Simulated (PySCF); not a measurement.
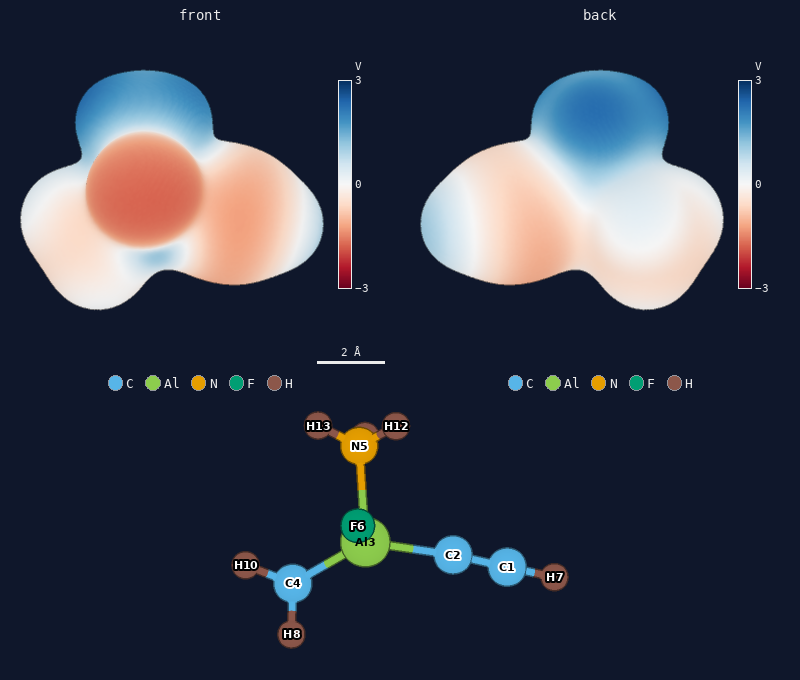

*C3H7AlFN. The molecular electrostatic potential painted on the density surface at 0.001 e/bohr³, seen from the front and from behind; the colour scale runs from red (negative) to blue (positive). The bare structure is drawn below in the same view.*

Geometry: GFN2-xTB.

Theory: PBE0/pcSseg-1, SCF density, gas phase, non-relativistic in PySCF 2.14.0.

The calculation's input:

```
{"job": {"kind": "nmr", "xc": "PBE0", "basis": "pcSseg-1"}, "charge": 0, "multiplicity": 1}
C      2.285570     0.751226    -1.834173
C      1.515144     0.358494    -0.988916
Al     0.356323    -0.420124     0.384518
C     -1.097131    -1.689140    -0.106767
N     -0.631117     1.350778     0.891291
F      1.048506    -0.544050     1.897148
H      2.947978     1.106734    -2.575402
H     -0.681574    -2.662817    -0.383736
H     -1.661591    -1.352691    -0.979808
H     -1.828530    -1.891915     0.681767
H     -1.149964     1.794598     0.141521
H      0.134489     1.964193     1.160004
H     -1.242492     1.235200     1.694824
```

Launched as:

```sh
OMP_NUM_THREADS=1 python probes_run.py task.json out
```

Q: Describe the electrostatic potential map.

A: The most negative region (about −1.7 V, or −39 kcal/mol for a unit charge) lies over F6, the most positive (about +2.2 V, or +51 kcal/mol for a unit charge) over H11 and H13.
